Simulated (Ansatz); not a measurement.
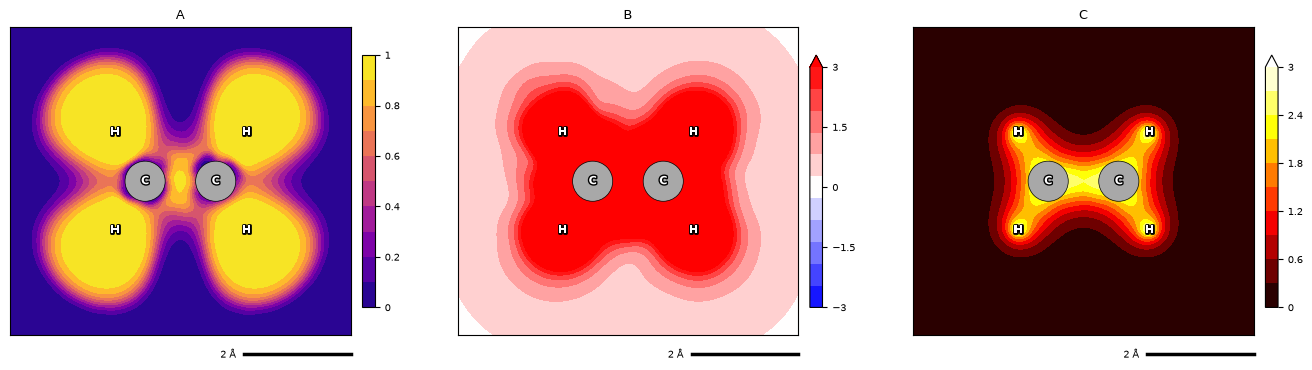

HBr···C2H4: 3 fields on the plane of atoms H7, C4 and H8, with unlabelled colour scales. Grey discs cover the atomic cores.

Geometry: PBE0-D4/def2-TZVP.

Method: Ansatz 0.2.0, RKS PBE0-D4/def2-TZVPPD.

```yaml
atoms:
  - { symbol: Br, position_ang: [-0.0067, 0.2077, -2.9887] }
  - { symbol: H, position_ang: [-0.0027, 0.1088, -1.5575] }
  - { symbol: C, position_ang: [0.4063, 0.4713, 0.7931] }
  - { symbol: C, position_ang: [-0.4032, -0.5766, 0.7193] }
  - { symbol: H, position_ang: [1.4851, 0.3584, 0.7868] }
  - { symbol: H, position_ang: [0.0220, 1.4829, 0.8672] }
  - { symbol: H, position_ang: [-1.4820, -0.4640, 0.7301] }
  - { symbol: H, position_ang: [-0.0189, -1.5886, 0.6497] }
```

Question: The panels show electron density, electron localisation function and electrostatic potential in some order. Assign them.

Answer: Panel A: electron localisation function. Panel B: electrostatic potential (strongly positive close to the atoms and fading to about zero outside). Panel C: electron density. From the grid: C–C (1.33 Å): the density is about 2.4 e/Å³ at the midpoint; the ELF peaks at about 0.90 between the atoms: a multiple bond. C–H (1.08 Å): ρ at the midpoint is about 2.1 e/Å³; the ELF climbs to about 1 towards the hydrogen, as it does in any bond to H; an ordinary covalent bond to hydrogen.
